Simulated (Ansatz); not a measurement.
SiHF₄: several calculations on one system

**1. Relaxation**

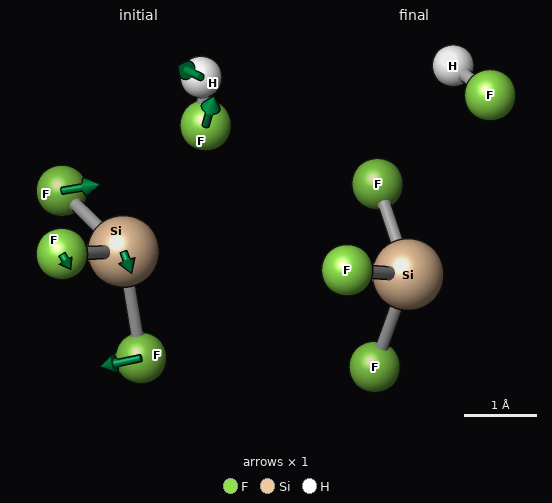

The structure of SiHF₄ (multiplicity 2) (started from a transition state, displaced along its imaginary mode) before (left) and after (right) a relaxation, at one scale. The green arrows give the displacements, at their true length.

A ball-and-stick model, seen from a free direction.

Method: UKS PBE0-D4/def2-TZVP (Ansatz 0.2.0).

Input file:
```yaml
crystal:
  periodic: [false, false, false]
  atoms:
    - {symbol: F, position_ang: [-1.125100, -0.896932, 0.719174]}
    - {symbol: Si, position_ang: [0.603223, 0.159071, -0.114286]}
    - {symbol: F, position_ang: [0.113818, -0.062017, -1.621412]}
    - {symbol: F, position_ang: [0.049917, 1.590259, 0.339520]}
    - {symbol: F, position_ang: [2.197652, 0.131006, -0.038994]}
    - {symbol: H, position_ang: [-1.839509, -0.921287, 0.715898]}
basis:
  gaussian: {orbitals: def2-TZVP}
magnetization: {spin_polarized: true, initial_magnetization: 1}
hamiltonian: {xc: pbe0, dispersion: d4}
relax: {f_tol: 0.005, max_steps: 200}
```

Launched with:
```bash
ansatz run in.yaml --threads 8 --pin off --events-out ev --progress --plain --max-ram 19148MiB
```

**Describe what moved and what it gained.**

Over 27 accepted moves (32 points after the start) the energy falls by 65.8 kcal/mol. The largest force component goes from 28 to 0.0016 eV/Å. The line search rejected the trial steps at points 4, 13, 15, 28, 31 of the run. The largest move after the best rigid fit is that of F5, 0.64 Å. By element the largest moves are F 0.64 Å, H 0.61 Å, Si 0.35 Å. Some distances before and after: F1–Si2 2.190 → 2.922 Å, F1–H6 0.715 → 0.924 Å, Si2–F3 1.600 → 1.580 Å, Si2–F4 1.600 → 1.594 Å. Among the angles between lasting bonds that change: F4–Si2–F5 110.3° → 106.4°, F3–Si2–F5 110.3° → 107.5°.

**2. Relaxation**

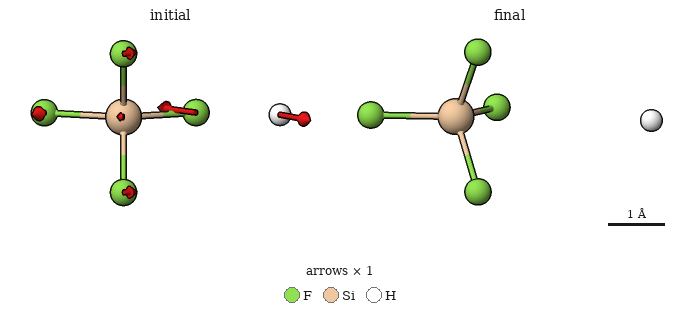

The structure of SiHF4 (multiplicity 2) (started from a transition state, displaced along its imaginary mode) before (left) and after (right) a relaxation, at one scale. The red arrows give the displacements, at their true length.

Style: ball-and-stick. Shown face on.

All numbers below come from Ansatz, UKS PBE0-D4/def2-TZVP.

Input
```yaml
crystal:
  periodic: [false, false, false]
  atoms:
    - {symbol: F, position_ang: [-0.557354, -0.739944, 0.605076]}
    - {symbol: Si, position_ang: [0.431288, 0.109993, -0.078530]}
    - {symbol: F, position_ang: [0.139920, -0.059714, -1.601067]}
    - {symbol: F, position_ang: [0.077061, 1.571206, 0.334735]}
    - {symbol: F, position_ang: [2.001546, 0.069465, 0.006801]}
    - {symbol: H, position_ang: [-2.092460, -0.950906, 0.732885]}
basis:
  gaussian: {orbitals: def2-TZVP}
magnetization: {spin_polarized: true, initial_magnetization: 1}
hamiltonian: {xc: pbe0, dispersion: d4}
relax: {f_tol: 0.005, max_steps: 200}
```

Run as
```bash
ansatz run in.yaml --threads 8 --pin off --events-out ev --progress --plain --max-ram 19148MiB
```

Question: Describe what moved and what it gained.

Answer: Over 11 geometry steps the energy falls by 27.9 kcal/mol. Largest force component: 4.2 eV/Å at the start, 0.0036 eV/Å at the end. The atom that moves furthest after the best rigid fit is F1 (1.05 Å). By element the largest moves are F 1.05 Å, H 1.02 Å, Si 0.15 Å. Among the contacts that change: F1–Si2 1.472 → 1.562 Å, Si2–F5 1.573 → 1.562 Å. Among the angles between lasting bonds that change: F1–Si2–F5 129.1° → 109.4°, F3–Si2–F5 103.7° → 109.4°, F1–Si2–F3 105.4° → 109.5°.

**3. Reaction**

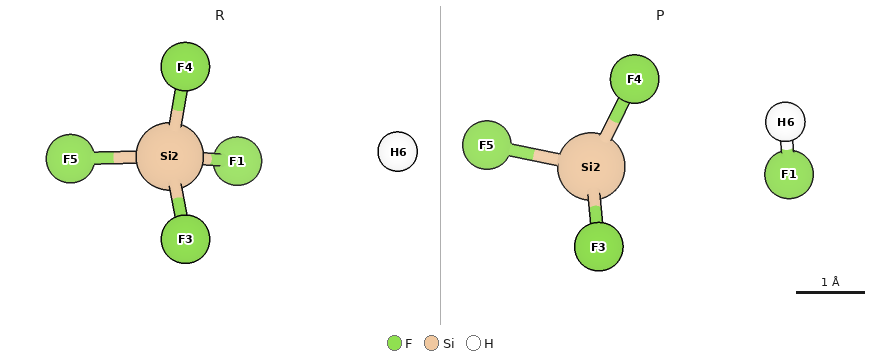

Reactant (R) and product (P) of one elementary step of SiHF$_{4}$ (multiplicity 2). A ball-and-stick model, seen face on.

Stationary points at PBE0-D4/def2-TZVP, single-point energies with CCSD(T)/CBS, RPA@PBE, wB97X-V, r2SCAN0-D4 (def2-TZVPP where no basis is named; Ansatz 0.2.0). The energies are electronic, without zero-point or thermal terms, and both ends are the minima reached downhill from the saddle, with any fragments still in contact. CCSD(T)/CBS stands for a frozen-core estimate: MP2 correlation extrapolated from def2-TZVPP and def2-QZVPP, CCSD(T) minus MP2 from the smaller set.

R:
```xyz
6

F     0.3452   -1.0912    0.9325
Si    0.5875    0.0919   -0.0577
F    -0.0260   -0.2592   -1.4504
F    -0.0881    1.3853    0.4992
F     2.1229    0.3334   -0.2125
H    -2.9416   -0.4601    0.2890
```

P:
```xyz
6

F    -1.6239   -1.2172    0.6328
Si    0.9060    0.0104   -0.1619
F     0.3440   -0.2058   -1.6228
F    -0.0624    1.0453    0.5668
F     2.3102    0.7305   -0.2942
H    -1.8739   -0.3630    0.8794
```

### Predict the saddle point between them and the barrier.

Counted by bonded pieces, R holds H + SiF₄ and P holds HF + SiF₃. From R over the saddle to P, a bond forms: F1–H6 (3.41 → 1.13 → 0.92 Å). A bond breaks: F1–Si2 (1.56 → 1.82 → 2.92 Å). The saddle has one imaginary mode, 1311i cm⁻¹. With CCSD(T)/CBS the barrier is 57.1 kcal/mol from R and 33.5 kcal/mol from P, and P lies 23.6 kcal/mol above R.

```
      level  barrier from R (kcal/mol)  barrier from P (kcal/mol)  P less R (kcal/mol)
CCSD(T)/CBS                       57.1                       33.5                 23.6
    RPA@PBE                       52.3                       30.6                 21.7
    wB97X-V                       55.1                       32.0                 23.1
 r2SCAN0-D4                       50.4                       28.6                 21.8
```

Against CCSD(T)/CBS, wB97X-V comes closest on the barrier from R (−2.0 kcal/mol) and r2SCAN0-D4 misses most (−6.7 kcal/mol).

Saddle geometry:

```xyz
6

F    -0.8412   -0.8184    0.6621
Si    0.5173    0.1345   -0.0964
F     0.1269   -0.0609   -1.6112
F     0.0635    1.5807    0.3371
F     2.0996    0.1002   -0.0161
H    -1.9660   -0.9361    0.7244
```

The saddle point in the same view, with dashed sticks for the bonds that form or break:

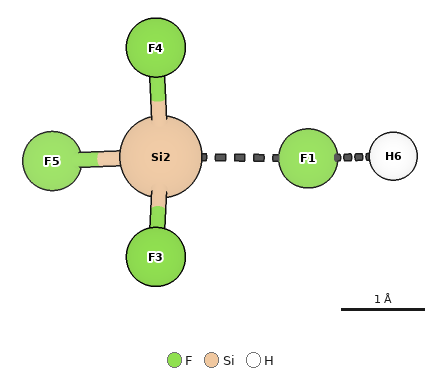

Limits of the set-up: the start holds two separate molecules, 3.4 Å apart at their closest, whose relative position is a soft coordinate.
